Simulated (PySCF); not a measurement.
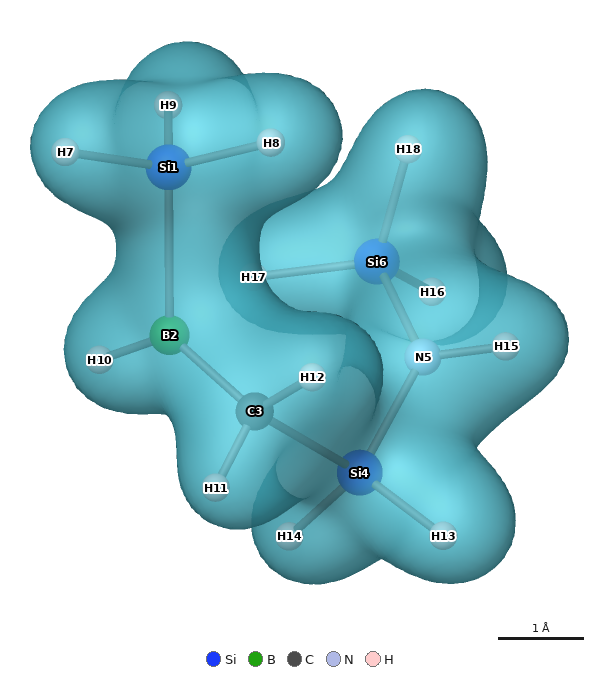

Figure. CH₁₂BNSi₃ (charge +1, doublet). Isosurface of the electron density at 0.2 e/Å³ (cyan), seen at an oblique angle.

Geometry: GFN2-xTB.

Computed with UKS B3LYP, pcH-1 on B C H N Si, non-relativistic, mean-field spin-orbit, GIAO (PySCF 2.14.0, density-fitted response routines).

```yaml
atoms:
  - { symbol: Si, position_ang: [-2.2657, 1.2534, -0.0032] }
  - { symbol: B, position_ang: [-1.3904, -0.3429, -0.9517] }
  - { symbol: C, position_ang: [-0.9118, -1.4778, -0.1077] }
  - { symbol: Si, position_ang: [1.0768, -1.6570, -0.3114] }
  - { symbol: N, position_ang: [1.7493, -0.1619, 0.1935] }
  - { symbol: Si, position_ang: [1.9433, 1.3917, -0.6240] }
  - { symbol: H, position_ang: [-3.6934, 1.1740, -0.3296] }
  - { symbol: H, position_ang: [-2.0376, 1.1449, 1.4410] }
  - { symbol: H, position_ang: [-1.5861, 2.4260, -0.5702] }
  - { symbol: H, position_ang: [-1.3704, -0.2622, -2.1111] }
  - { symbol: H, position_ang: [-1.2911, -2.4388, -0.4594] }
  - { symbol: H, position_ang: [-1.0516, -1.4406, 0.9693] }
  - { symbol: H, position_ang: [1.4127, -2.7001, 0.6487] }
  - { symbol: H, position_ang: [1.3218, -1.9329, -1.7201] }
  - { symbol: H, position_ang: [2.2350, -0.1927, 1.0778] }
  - { symbol: H, position_ang: [3.3323, 1.5221, -1.0448] }
  - { symbol: H, position_ang: [0.9929, 1.3133, -1.7369] }
  - { symbol: H, position_ang: [1.5251, 2.3877, 0.3636] }
```

### Which contacts does the surface bridge?

At this value the surface is in one piece. It bridges the sampled C–B (1.49 Å), Si–N (1.72 Å), C–Si (2.01 Å) and Si–B (2.05 Å) contacts, where the density stays above the isovalue. On the grid the lowest density along these lines, outside the cores, is 1.1 e/Å³ (C–B, 1.49 Å), 0.7 e/Å³ (Si–N, 1.72 Å), 0.51 e/Å³ (C–Si, 2.01 Å) and 0.56 e/Å³ (Si–B, 2.05 Å).
